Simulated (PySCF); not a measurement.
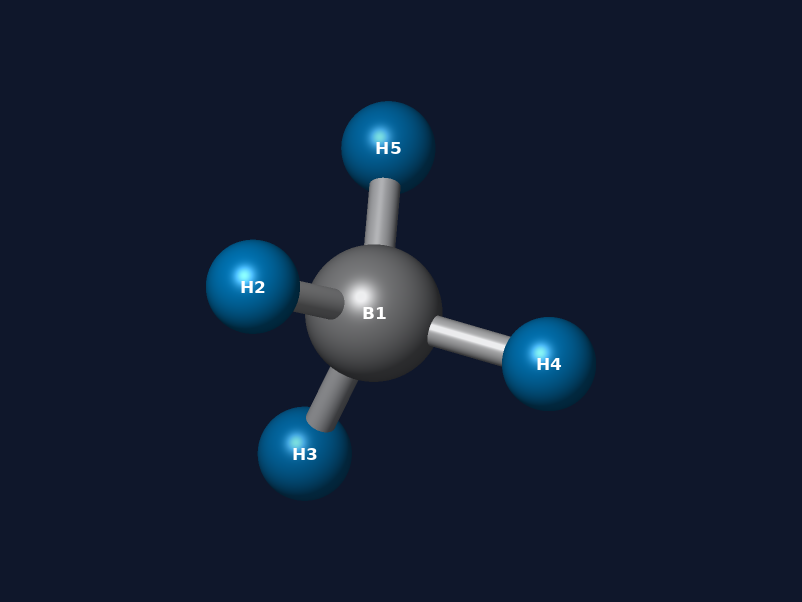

State: charge −1, singlet. The geometry was computed by an optimisation with PBE0-D3(BJ)/def2-TZVP. No frequency run is at hand to confirm it as a minimum. Properties computed with B3LYP/pcJ-2 indirect spin-spin coupling, non-relativistic, gas phase (PySCF 2.14.0). Isotopes: 11B, 1H.

Give the spin–spin coupling constants of these pairs, with the number of bonds between them: B1/H4, B1/H5, B1/H2, B1/H3, H2/H3, H2/H5, H3/H5, H3/H4, H4/H5.

| pair | bonds apart | J (Hz) |
| --- | --- | --- |
| B1, H4 | 1 | 88.1 |
| B1, H5 | 1 | 88.1 |
| B1, H2 | 1 | 88.2 |
| B1, H3 | 1 | 88.0 |
| H2, H3 | 2 | −10.7 |
| H2, H5 | 2 | −10.6 |
| H3, H5 | 2 | −10.7 |
| H3, H4 | 2 | −10.7 |
| H4, H5 | 2 | −10.6 |
